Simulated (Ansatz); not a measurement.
# FGeH₃OSi: one molecule under many settings

How do the results and run time of FGeH₃OSi respond when the settings are drawn wide?

Program: Ansatz 0.2.0, Gaussian basis. Level of theory: the settings change from run to run. These are calculated values, not measurements.

## (1) The relaxed structure

An earlier PBE0-D4 in a triple-zeta def2 set relaxation fixed the geometry.

7 atoms, charge 0, spin multiplicity 1.

Atoms are counted from 1 here; the program's logs count them from 0.

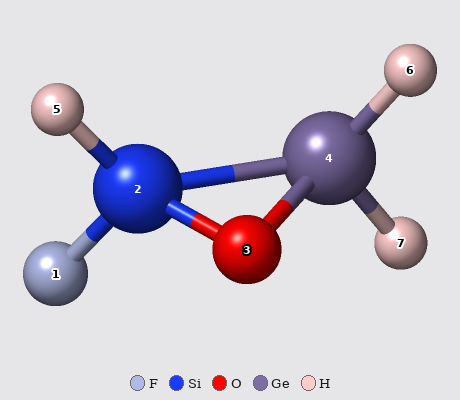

The structure; fluorine light blue, silicon blue, oxygen red, germanium purple, hydrogen pink; atoms are numbered from 1 in the order of the file.

## (2) revPBE0/def2-mTZVPP

Input file in.yaml:

```yaml
crystal:
  periodic: [false, false, false]
  atoms:
    - {symbol: F, position_ang: [-2.139974, 0.934635, 0.294500]}
    - {symbol: Si, position_ang: [-0.650662, 0.837743, -0.247278]}
    - {symbol: O, position_ang: [0.523095, 0.648831, 0.859626]}
    - {symbol: Ge, position_ang: [0.584683, -1.037456, -0.042519]}
    - {symbol: H, position_ang: [-0.511123, 1.910585, -1.252565]}
    - {symbol: H, position_ang: [1.989007, -1.223980, -0.635752]}
    - {symbol: H, position_ang: [0.266274, -2.138358, 0.978289]}
basis:
  gaussian: {orbitals: def2-mTZVPP}
hamiltonian: {xc: {name: revPBE0}}
output: {forces: true}
```

The run is started by

```sh
> ansatz run in.yaml --threads 2 --pin off --events-out ev --progress --plain --max-ram 4352MiB
```

Log, shortened:

```text
Functional definition: revPBE0
  name "revPBE0"
  cite "Zhang & Yang, Phys. Rev. Lett. 80, 890 (1998) doi:10.1103/PhysRevLett.80.890"
  cite "Adamo & Barone, J. Chem. Phys. 110, 6158 (1999) doi:10.1063/1.478522"
  cite "Perdew, Burke & Ernzerhof, Phys. Rev. Lett. 77, 3865 (1996) doi:10.1103/PhysRevLett.77.3865"
[...]
1160 factors; integrals over basis functions are off by at most 9.9e-4 eV
[...]
mean field -69204.59640126 eV, -2543.2220091862 hartree, gradient 1.4e-5 eV, S^2 0.000000; 0 other end points of the search recorded, 0 dependent functions left out
[...]
reference -69204.59643454 eV, -2543.2220104091 hartree; 33, 33 occupied and 93, 93 virtual orbitals, 1160 factors
Total energy: -69204.59643454 eV, -2543.2220104091 hartree
Atom 0 at    -2.139974     0.934635     0.294500 Å, force    -0.412053     0.028080     0.141981 eV/Å
Atom 1 at    -0.650662     0.837743    -0.247278 Å, force     0.006756     0.186798    -0.420549 eV/Å
Atom 2 at     0.523095     0.648831     0.859626 Å, force     0.277858     0.159936     0.365894 eV/Å
Atom 3 at     0.584683    -1.037456    -0.042519 Å, force     0.136144    -0.377765    -0.070806 eV/Å
Atom 4 at    -0.511123     1.910585    -1.252565 Å, force    -0.000227     0.007639    -0.004305 eV/Å
Atom 5 at     1.989007    -1.223980    -0.635752 Å, force    -0.009682    -0.004399    -0.000629 eV/Å
Atom 6 at     0.266274    -2.138358     0.978289 Å, force     0.001203    -0.000288    -0.011586 eV/Å
Dipole moment:     0.101083    -0.234991    -0.359131 e Å
```

It took 3.4 s on 2 threads of Arm Neoverse V1, shared host; peak memory 0.27 GiB.

Largest force 0.486 eV/Å, dipole 2.12 D.

## (3) r2SCANh/STO-3G

This run has D4 dispersion.

Edit in.yaml of step 2 so:

```diff
@@ -11,4 +11,4 @@
 basis:
-  gaussian: {orbitals: def2-mTZVPP}
-hamiltonian: {xc: {name: revPBE0}}
+  gaussian: {orbitals: STO-3G}
+hamiltonian: {xc: {name: r2SCANh}, dispersion: d4}
 output: {forces: true}
```

The command is unchanged.

Log, shortened:

```text
Functional definition: r2SCANh
  name "r2SCANh"
  cite "Bursch, Neugebauer, Ehlert & Grimme, J. Chem. Phys. 156, 134105 (2022) doi:10.1063/5.0086040"
  cite "Furness, Kaplan, Ning, Perdew & Sun, J. Phys. Chem. Lett. 11, 8208 (2020) doi:10.1021/acs.jpclett.0c02405"
  cite "Furness, Kaplan, Ning, Perdew & Sun, J. Phys. Chem. Lett. 11, 9248 (2020) doi:10.1021/acs.jpclett.0c03077"
  parent r2scan
[...]
464 factors; integrals over basis functions are off by at most 2.5e-5 eV
[...]
mean field -68397.86729062 eV, -2513.5752611907 hartree, gradient 3.2e-6 eV, S^2 0.000000; 0 other end points of the search recorded, 0 dependent functions left out
[...]
reference -68397.86729535 eV, -2513.5752613644 hartree; 33, 33 occupied and 7, 7 virtual orbitals, 464 factors
Total energy: -68397.90259198 eV, -2513.5765584919 hartree
Atom 0 at    -2.139974     0.934635     0.294500 Å, force    -1.520525     0.060838     0.610057 eV/Å
Atom 1 at    -0.650662     0.837743    -0.247278 Å, force     0.096503    -0.791185    -3.002436 eV/Å
Atom 2 at     0.523095     0.648831     0.859626 Å, force     2.527682    -1.054218     2.106571 eV/Å
Atom 3 at     0.584683    -1.037456    -0.042519 Å, force     0.347607     0.176150     0.411198 eV/Å
Atom 4 at    -0.511123     1.910585    -1.252565 Å, force     0.033231    -0.440717     0.272482 eV/Å
Atom 5 at     1.989007    -1.223980    -0.635752 Å, force    -2.072840     0.333540     1.040767 eV/Å
Atom 6 at     0.266274    -2.138358     0.978289 Å, force     0.588343     1.715593    -1.438640 eV/Å
Dipole moment:    -0.129020     0.019967    -0.256106 e Å
```

Wall time 1.8 s (2 threads of Arm Neoverse V1, shared host).

Largest force 3.455 eV/Å, dipole 1.38 D.

## (4) PBE0/aug-cc-pVDZ

Options: multiplicity 3, restricted open-shell orbitals, high accuracy.

Edit in.yaml of step 3 so:

```diff
@@ -11,4 +11,6 @@
 basis:
-  gaussian: {orbitals: STO-3G}
-hamiltonian: {xc: {name: r2SCANh}, dispersion: d4}
+  gaussian: {orbitals: aug-cc-pVDZ}
+magnetization: {spin_polarized: false, initial_magnetization: 2}
+hamiltonian: {xc: {name: PBE0}}
+accuracy: high
 output: {forces: true}
```

Launched as before.

Log, shortened:

```text
Functional definition: PBE0
  name "PBE0"
  cite "Adamo & Barone, J. Chem. Phys. 110, 6158 (1999) doi:10.1063/1.478522"
  cite "Perdew, Burke & Ernzerhof, Phys. Rev. Lett. 77, 3865 (1996) doi:10.1103/PhysRevLett.77.3865"
  parent pbe
[...]
2725 factors; integrals over basis functions are off by at most 4.5e-9 eV
[...]
mean field -69190.90698200 eV, -2542.7189323074 hartree, gradient 6.6e-8 eV, S^2 2.000000; 3 other end points of the search recorded, 0 dependent functions left out
[...]
reference -69190.90698801 eV, -2542.7189325282 hartree; 34, 32 occupied and 102, 104 virtual orbitals, 2725 factors
Total energy: -69190.90698801 eV, -2542.7189325282 hartree
Atom 0 at    -2.139974     0.934635     0.294500 Å, force    -1.730245     0.256188     0.897161 eV/Å
Atom 1 at    -0.650662     0.837743    -0.247278 Å, force    -1.662073     3.685548    -1.451600 eV/Å
Atom 2 at     0.523095     0.648831     0.859626 Å, force     0.403171    -0.405787     0.263857 eV/Å
Atom 3 at     0.584683    -1.037456    -0.042519 Å, force     2.597373    -4.954186    -0.130837 eV/Å
Atom 4 at    -0.511123     1.910585    -1.252565 Å, force     0.169149     0.641649    -0.244799 eV/Å
Atom 5 at     1.989007    -1.223980    -0.635752 Å, force     0.350700     0.523319     0.109597 eV/Å
Atom 6 at     0.266274    -2.138358     0.978289 Å, force    -0.128076     0.253268     0.556621 eV/Å
Dipole moment:     0.010316     0.064779    -0.261635 e Å
```

Run time: 28 s. Hardware: 2 threads of Arm Neoverse V1, shared host; peak memory 0.82 GiB.

Largest force 5.595 eV/Å, dipole 1.30 D.

## (5) wB97/aug-pcseg-2

This run has atoms shaken by 0.08 Å, the search for lower states set to full.

Input file in.yaml:

```yaml
crystal:
  periodic: [false, false, false]
  atoms:
    - {symbol: F, position_ang: [-2.165779, 0.968579, 0.321232]}
    - {symbol: Si, position_ang: [-0.751780, 0.975073, -0.299287]}
    - {symbol: O, position_ang: [0.545582, 0.674757, 0.867978]}
    - {symbol: Ge, position_ang: [0.576073, -1.104268, -0.123247]}
    - {symbol: H, position_ang: [-0.587245, 1.894910, -1.215646]}
    - {symbol: H, position_ang: [2.050423, -1.106545, -0.579477]}
    - {symbol: H, position_ang: [0.414224, -2.084107, 1.008815]}
basis:
  gaussian: {orbitals: aug-pcseg-2}
hamiltonian: {xc: {name: wB97}}
scf: {lower_state_search: full}
```

The command is unchanged.

Log, shortened:

```text
Functional definition: wB97
  name "wB97"
  cite "Chai & Head-Gordon, J. Chem. Phys. 128, 084106 (2008) doi:10.1063/1.2834918"
  cite "Becke, J. Chem. Phys. 107, 8554 (1997) doi:10.1063/1.475007"
[...]
  # The coefficients of nought are those of the uniform gas.
[...]
      + integral(e_c_pw_opposite_spin*poly(b97_u_opposite, 1, cos1, cos2, cos3, cos4))
1340 factors; their error is unknown
617 factors; integrals over basis functions are off by at most 3.6e-5 eV
[...]
mean field -69216.52085142 eV, -2543.6602246469 hartree, gradient 3.9e-5 eV, S^2 0.000000; 0 other end points of the search recorded, 0 dependent functions left out
reference -69216.52083363 eV, -2543.6602239932 hartree; 33, 33 occupied and 237, 237 virtual orbitals, 1340 factors
Total energy: -69216.52083363 eV, -2543.6602239932 hartree
```

Run time: 17 s. Hardware: 2 threads of Arm Neoverse V1, shared host; peak memory 0.73 GiB.

## (6) B2GP-PLYP/def2-mTZVP

This run has multiplicity 3, density fitting with cc-pVTZ-jkfit.

Input file in.yaml:

```yaml
crystal:
  periodic: [false, false, false]
  atoms:
    - {symbol: F, position_ang: [-2.139974, 0.934635, 0.294500]}
    - {symbol: Si, position_ang: [-0.650662, 0.837743, -0.247278]}
    - {symbol: O, position_ang: [0.523095, 0.648831, 0.859626]}
    - {symbol: Ge, position_ang: [0.584683, -1.037456, -0.042519]}
    - {symbol: H, position_ang: [-0.511123, 1.910585, -1.252565]}
    - {symbol: H, position_ang: [1.989007, -1.223980, -0.635752]}
    - {symbol: H, position_ang: [0.266274, -2.138358, 0.978289]}
basis:
  gaussian: {orbitals: def2-mTZVP, fitting: {mean_field: cc-pVTZ-jkfit}}
magnetization: {spin_polarized: true, initial_magnetization: 2}
hamiltonian: {xc: {name: B2GP-PLYP}}
```

Same command.

Log, shortened:

```text
Functional definition: B2GP-PLYP
  name "B2GP-PLYP"
  cite "Karton, Tarnopolsky, Lamère, Schatz & Martin, J. Phys. Chem. A 112, 12868 (2008) doi:10.1021/jp801805p"
  cite "Becke, Phys. Rev. A 38, 3098 (1988) doi:10.1103/PhysRevA.38.3098"
  cite "Lee, Yang & Parr, Phys. Rev. B 37, 785 (1988) doi:10.1103/PhysRevB.37.785"
[...]
576 factors; integrals over basis functions are off by at most 1.6e-1 eV
[...]
mean field -69177.30862529 eV, -2542.2192019154 hartree, gradient 5.3e-6 eV, S^2 2.015912; 0 other end points of the search recorded, 0 dependent functions left out
16 core orbitals not correlated: weight in the atoms' cores, before any rotation towards them, 1.000 or more for the frozen orbitals, at most 0.000 for the correlated occupied ones
reference -69177.30874222 eV, -2542.2192062127 hartree; 18, 16 occupied and 76, 78 virtual orbitals, 576 factors
second order -21.41319117 eV of doubles, -0.00000000 eV of singles
Total energy: -69185.01749104 eV, -2542.5024975067 hartree
```

It took 4.4 s on 2 threads of Arm Neoverse V1, shared host.

⟨S²⟩ 2.016.

## (7) rPW86-PBE/aug-cc-pVTZ

This run has a point charge of 2.00 e beside it.

Edit in.yaml of step 6 so:

```diff
@@ -11,4 +11,3 @@
 basis:
-  gaussian: {orbitals: def2-mTZVP, fitting: {mean_field: cc-pVTZ-jkfit}}
-magnetization: {spin_polarized: true, initial_magnetization: 2}
-hamiltonian: {xc: {name: B2GP-PLYP}}
+  gaussian: {orbitals: aug-cc-pVTZ, point_charges: [{charge: 2.00, position_ang: [5.865, 0.180, 0.041]}]}
+hamiltonian: {xc: {name: rPW86-PBE}}
```

Same command.

Log:

```text
Functional definition: rPW86-PBE
  name "rPW86-PBE"
  cite "Murray, Lee & Langreth, J. Chem. Theory Comput. 5, 2754 (2009) doi:10.1021/ct900365q"
  cite "Perdew, Burke & Ernzerhof, Phys. Rev. Lett. 77, 3865 (1996) doi:10.1103/PhysRevLett.77.3865"
  parent pbe
  exchange = rpw86_x
  correlation = pbe_c
1386 factors; their error is unknown
mean field evaluation 1: about -69240.7344 eV, gradient 8.6e1 eV
mean field evaluation 2: about -69057.8131 eV, gradient 2.1e2 eV
mean field evaluation 4: about -69251.3368 eV, gradient 2.9e1 eV
mean field evaluation 8: about -69252.5060 eV, gradient 4.9e-1 eV
mean field evaluation 16: about -69252.4790 eV, gradient 5.8e-4 eV
mean field -69252.47903216 eV, -2544.9816634156 hartree, gradient 2.8e-5 eV, S^2 0.000000; 1 other end points of the search recorded, 0 dependent functions left out
reference -69252.47922182 eV, -2544.9816703856 hartree; 33, 33 occupied and 237, 237 virtual orbitals, 1386 factors
Total energy: -69252.47922182 eV, -2544.9816703856 hartree
```

Wall time 18 s (2 threads of Arm Neoverse V1, shared host); peak memory 0.45 GiB.

## (8) r2SCAN0/def2-TZVPP

This run has charge +1, multiplicity 2, coordinates scaled by 1.05, density fitting with cc-pVTZ-jkfit, D3(BJ) dispersion, the search for lower states set to off.

Input file in.yaml:

```yaml
crystal:
  periodic: [false, false, false]
  atoms:
    - {symbol: F, position_ang: [-2.246973, 0.981367, 0.309225]}
    - {symbol: Si, position_ang: [-0.683195, 0.879630, -0.259642]}
    - {symbol: O, position_ang: [0.549250, 0.681273, 0.902607]}
    - {symbol: Ge, position_ang: [0.613917, -1.089329, -0.044644]}
    - {symbol: H, position_ang: [-0.536679, 2.006114, -1.315193]}
    - {symbol: H, position_ang: [2.088458, -1.285179, -0.667540]}
    - {symbol: H, position_ang: [0.279587, -2.245276, 1.027203]}
basis:
  gaussian: {orbitals: def2-TZVPP, fitting: {mean_field: cc-pVTZ-jkfit}}
total_charge: 1
magnetization: {spin_polarized: true, initial_magnetization: 1}
hamiltonian: {xc: {name: r2SCAN0}, dispersion: d3bj}
scf: {lower_state_search: off}
```

Launched as before.

Log, shortened:

```text
Warning: the engine holds no damping parameters fitted to this dispersion correction and functional, so the run takes those fitted to r2scan0 beside the three-body term, which d3bj leaves out (hamiltonian.dispersion, under Limitations)
Functional definition: r2SCAN0
  name "r2SCAN0"
  cite "Bursch, Neugebauer, Ehlert & Grimme, J. Chem. Phys. 156, 134105 (2022) doi:10.1063/5.0086040"
  cite "Furness, Kaplan, Ning, Perdew & Sun, J. Phys. Chem. Lett. 11, 8208 (2020) doi:10.1021/acs.jpclett.0c02405"
  cite "Furness, Kaplan, Ning, Perdew & Sun, J. Phys. Chem. Lett. 11, 9248 (2020) doi:10.1021/acs.jpclett.0c03077"
  parent r2scan
[...]
576 factors; integrals over basis functions are off by at most 9.9e-1 eV
[...]
mean field -69198.82396705 eV, -2543.0098761414 hartree, gradient 3.2e-6 eV, S^2 0.764905; 0 other end points of the search recorded, 0 dependent functions left out
reference -69198.82397689 eV, -2543.0098765033 hartree; 33, 32 occupied and 161, 162 virtual orbitals, 576 factors
Total energy: -69198.86606924 eV, -2543.0114233684 hartree
Checks for a lower state left out: stability, starts, cluster_reference, orbital_swaps, neighbouring_geometries, increment
```

Wall time 8.5 s (2 threads of Arm Neoverse V1, shared host); peak memory 0.36 GiB.

⟨S²⟩ 0.765.

## (9) PBE0/ANO-RCC-VTZP

Set apart from the defaults: atoms shaken by 0.15 Å, a point charge of 0.50 e beside it, D3(BJ) with three-body dispersion, high accuracy.

Input file in.yaml:

```yaml
crystal:
  periodic: [false, false, false]
  atoms:
    - {symbol: F, position_ang: [-1.926590, 0.931237, 0.303382]}
    - {symbol: Si, position_ang: [-0.732859, 1.031418, -0.045942]}
    - {symbol: O, position_ang: [0.482789, 0.492654, 1.089370]}
    - {symbol: Ge, position_ang: [0.696677, -0.996260, 0.025799]}
    - {symbol: H, position_ang: [-0.611521, 2.048266, -1.355062]}
    - {symbol: H, position_ang: [1.996711, -1.269947, -0.455494]}
    - {symbol: H, position_ang: [0.395104, -2.123364, 0.908513]}
basis:
  gaussian: {orbitals: ANO-RCC-VTZP, point_charges: [{charge: 0.50, position_ang: [5.468, -0.626, -0.485]}]}
hamiltonian: {xc: {name: PBE0}, dispersion: d3bjatm}
accuracy: high
output: {forces: true}
```

The command is unchanged.

Log, shortened:

```text
Functional definition: PBE0
  name "PBE0"
  cite "Adamo & Barone, J. Chem. Phys. 110, 6158 (1999) doi:10.1063/1.478522"
  cite "Perdew, Burke & Ernzerhof, Phys. Rev. Lett. 77, 3865 (1996) doi:10.1103/PhysRevLett.77.3865"
  parent pbe
[...]
3363 factors; integrals over basis functions are off by at most 3.9e-9 eV
[...]
mean field -69806.55097076 eV, -2565.3434315956 hartree, gradient 1.6e-8 eV, S^2 0.000000; 0 other end points of the search recorded, 0 dependent functions left out
[...]
reference -69806.55097532 eV, -2565.3434317635 hartree; 33, 33 occupied and 146, 146 virtual orbitals, 3363 factors
Total energy: -69806.66880592 eV, -2565.3477619580 hartree
Relativity: scalar
Atom 0 at    -1.926590     0.931237     0.303382 Å, force   -33.758392    -2.219201    10.279542 eV/Å
Atom 1 at    -0.732859     1.031418    -0.045942 Å, force    36.445725     0.066796   -10.893165 eV/Å
Atom 2 at     0.482789     0.492654     1.089370 Å, force    -1.500263     2.742926    -0.635675 eV/Å
Atom 3 at     0.696677    -0.996260     0.025799 Å, force    -3.647805     1.443857    -1.032228 eV/Å
Atom 4 at    -0.611521     2.048266    -1.355062 Å, force     0.111597    -0.927470     2.189642 eV/Å
Atom 5 at     1.996711    -1.269947    -0.455494 Å, force     2.759665    -0.052743    -0.802232 eV/Å
Atom 6 at     0.395104    -2.123364     0.908513 Å, force    -0.368149    -1.050008     0.880667 eV/Å
Dipole moment:    -0.504103     0.333961    -0.192962 e Å
```

Wall time 5.1 min (2 threads of Arm Neoverse V1, shared host); peak memory 1.2 GiB.

Largest force 38.039 eV/Å, dipole 3.05 D.

## (10) r2SCAN50/pcseg-2

This run has D4 dispersion.

Input file in.yaml:

```yaml
crystal:
  periodic: [false, false, false]
  atoms:
    - {symbol: F, position_ang: [-2.139974, 0.934635, 0.294500]}
    - {symbol: Si, position_ang: [-0.650662, 0.837743, -0.247278]}
    - {symbol: O, position_ang: [0.523095, 0.648831, 0.859626]}
    - {symbol: Ge, position_ang: [0.584683, -1.037456, -0.042519]}
    - {symbol: H, position_ang: [-0.511123, 1.910585, -1.252565]}
    - {symbol: H, position_ang: [1.989007, -1.223980, -0.635752]}
    - {symbol: H, position_ang: [0.266274, -2.138358, 0.978289]}
basis:
  gaussian: {orbitals: pcseg-2}
hamiltonian: {xc: {name: r2SCAN50}, dispersion: d4}
```

Launched as before.

Log, shortened:

```text
Functional definition: r2SCAN50
  name "r2SCAN50"
  cite "Bursch, Neugebauer, Ehlert & Grimme, J. Chem. Phys. 156, 134105 (2022) doi:10.1063/5.0086040"
  cite "Furness, Kaplan, Ning, Perdew & Sun, J. Phys. Chem. Lett. 11, 8208 (2020) doi:10.1021/acs.jpclett.0c02405"
  cite "Furness, Kaplan, Ning, Perdew & Sun, J. Phys. Chem. Lett. 11, 9248 (2020) doi:10.1021/acs.jpclett.0c03077"
  parent r2scan
[...]
1246 factors; their error is unknown
[...]
mean field -69208.00021049 eV, -2543.3470968681 hartree, gradient 8.7e-5 eV, S^2 0.000000; 0 other end points of the search recorded, 0 dependent functions left out
reference -69208.00022000 eV, -2543.3470972175 hartree; 33, 33 occupied and 146, 146 virtual orbitals, 1246 factors
Total energy: -69208.04501666 eV, -2543.3487434644 hartree
```

Wall time 6 s (2 threads of Arm Neoverse V1, shared host); peak memory 0.37 GiB.

## (11) All runs side by side

```tsv
level	charge	multiplicity	geometry	functions	energy (eV)	time
revPBE0/def2-mTZVPP	0	1	relaxed	126	-69204.596	3.4 s
r2SCANh/STO-3G	0	1	relaxed	40	-68397.903	1.8 s
PBE0/aug-cc-pVDZ	0	3	relaxed	136	-69190.907	28 s
wB97/aug-pcseg-2	0	1	shaken	270	-69216.521	17 s
B2GP-PLYP/def2-mTZVP	0	3	relaxed	110	-69185.017	4.4 s
rPW86-PBE/aug-cc-pVTZ	0	1	relaxed, point charge	270	-69252.479	18 s
r2SCAN0/def2-TZVPP	1	2	scaled	194	-69198.866	8.5 s
PBE0/ANO-RCC-VTZP	0	1	shaken, point charge	179	-69806.669	5.1 min
r2SCAN50/pcseg-2	0	1	relaxed	179	-69208.045	6 s
```

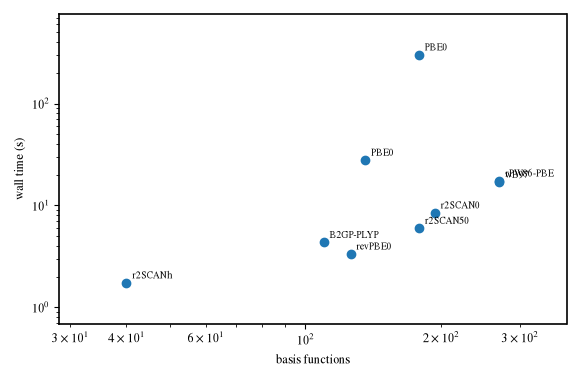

Wall time against the number of basis functions (shared host).

## (12) Outcome

| quantity | value |
| --- | --- |
| runs | 9 |
| quickest | r2SCANh/STO-3G, 1.8 s |
| slowest | PBE0/ANO-RCC-VTZP, 5.1 min |
| spread of total energies, same state and geometry | 810.1 eV |
| dipole, same state and geometry | 1.38 to 2.12 D |

In words: Run time spans a factor of 173, from r2SCANh/STO-3G to PBE0/ANO-RCC-VTZP. The jobs differ in tasks and options as well as level. Total energies at one charge and spin differ by 810 eV between levels, so only differences within one level mean anything. At the PBE0-D4/def2-TZVP geometry and in the same state, runs without warnings or point charges leave forces up to 3.46 eV/Å (r2SCANh/STO-3G).
